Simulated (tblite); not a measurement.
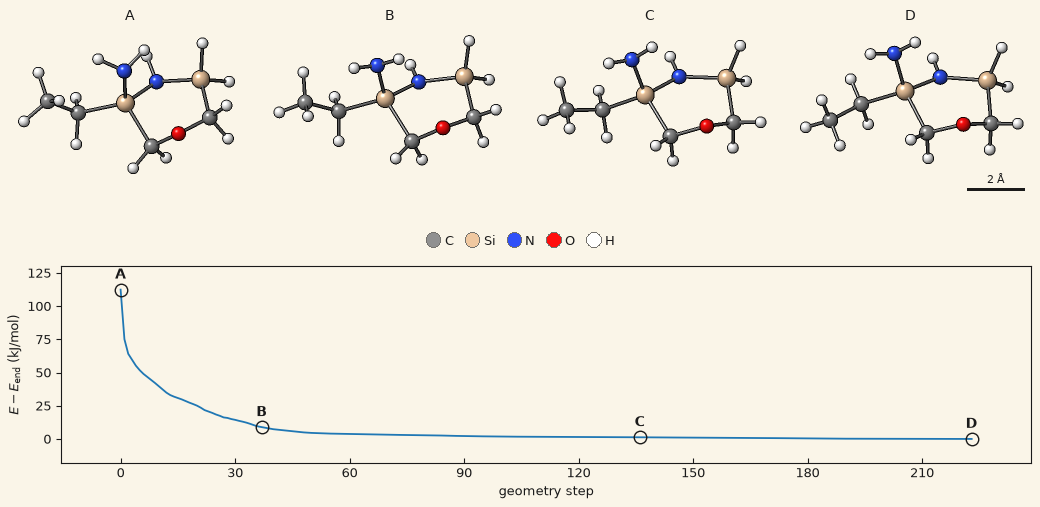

Frames of a relaxation of C4H14N2OSi2, marked on the history of the run. Style: ball-and-stick. Shown face on.

These are results of tblite, GFN2-xTB geometry optimisation, gas phase, not measurements. 

Describe the path.

The largest move after the best rigid fit is that of an H atom, 1.76 Å. By element the largest moves are H 1.76 Å, C 0.77 Å, N 0.75 Å, Si 0.45 Å, O 0.42 Å. Near-neighbour distances that change, for instance: C–Si 1.831 → 1.908 Å, N–Si 1.801 → 1.733 Å, N–Si 1.784 → 1.726 Å, C–O 1.374 → 1.421 Å. Bond angles that change, for instance: Si–N–Si 104.8° → 123.4°, O–C–H 115.9° → 104.4°, C–Si–N 114.7° → 104.3°. Groups turn about C–Si by about 50°, C–Si by about 40°, C–C by about 35°. After 223 geometry steps the energy has fallen by 112.4 kJ/mol. From step 0 to 37: H atoms move most (0.71 Å), energy −103.6 kJ/mol. From step 37 to 136: an H atom moves most (0.67 Å), energy −7.58 kJ/mol. From step 136 to 223: H atoms move most (0.79 Å), energy −1.28 kJ/mol.

```json
{"step": "0", "E − E(0), kJ/mol": "0.00"}
{"step": "1", "E − E(0), kJ/mol": "-37.33"}
{"step": "2", "E − E(0), kJ/mol": "-48.33"}
{"step": "3", "E − E(0), kJ/mol": "-52.84"}
{"step": "4", "E − E(0), kJ/mol": "-57.26"}
{"step": "5", "E − E(0), kJ/mol": "-60.64"}
{"step": "6", "E − E(0), kJ/mol": "-63.47"}
{"step": "7", "E − E(0), kJ/mol": "-65.73"}
{"step": "8", "E − E(0), kJ/mol": "-67.96"}
{"step": "9", "E − E(0), kJ/mol": "-70.26"}
{"step": "10", "E − E(0), kJ/mol": "-72.64"}
{"step": "21", "E − E(0), kJ/mol": "-88.88"}
{"step": "32", "E − E(0), kJ/mol": "-99.43"}
{"step": "44", "E − E(0), kJ/mol": "-106.35"}
{"step": "55", "E − E(0), kJ/mol": "-108.40"}
{"step": "66", "E − E(0), kJ/mol": "-109.03"}
{"step": "77", "E − E(0), kJ/mol": "-109.56"}
{"step": "88", "E − E(0), kJ/mol": "-110.14"}
{"step": "100", "E − E(0), kJ/mol": "-110.63"}
{"step": "111", "E − E(0), kJ/mol": "-110.78"}
{"step": "122", "E − E(0), kJ/mol": "-110.91"}
{"step": "133", "E − E(0), kJ/mol": "-111.09"}
{"step": "145", "E − E(0), kJ/mol": "-111.35"}
{"step": "156", "E − E(0), kJ/mol": "-111.53"}
{"step": "167", "E − E(0), kJ/mol": "-111.71"}
{"step": "178", "E − E(0), kJ/mol": "-111.99"}
{"step": "189", "E − E(0), kJ/mol": "-112.23"}
{"step": "201", "E − E(0), kJ/mol": "-112.29"}
{"step": "212", "E − E(0), kJ/mol": "-112.37"}
{"step": "223", "E − E(0), kJ/mol": "-112.42"}
```
